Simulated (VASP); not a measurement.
Band structure of Mo (bcc). All values below come from r2SCAN+rVV10, VASP's PBE PAW potentials (set 64) (plane waves; VASP).

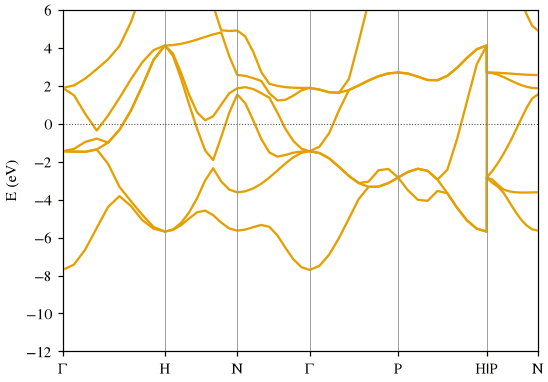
Fig. 1. Bands along high-symmetry lines, zero at the valence-band maximum or, without a gap, the Fermi level

Task: Read the plot: is there a gap, and where are the band edges?

Result: It has no gap at this level: it comes out as a metal or semimetal.

The compound is Mo in the bcc structure. The cell was not relaxed at this level.
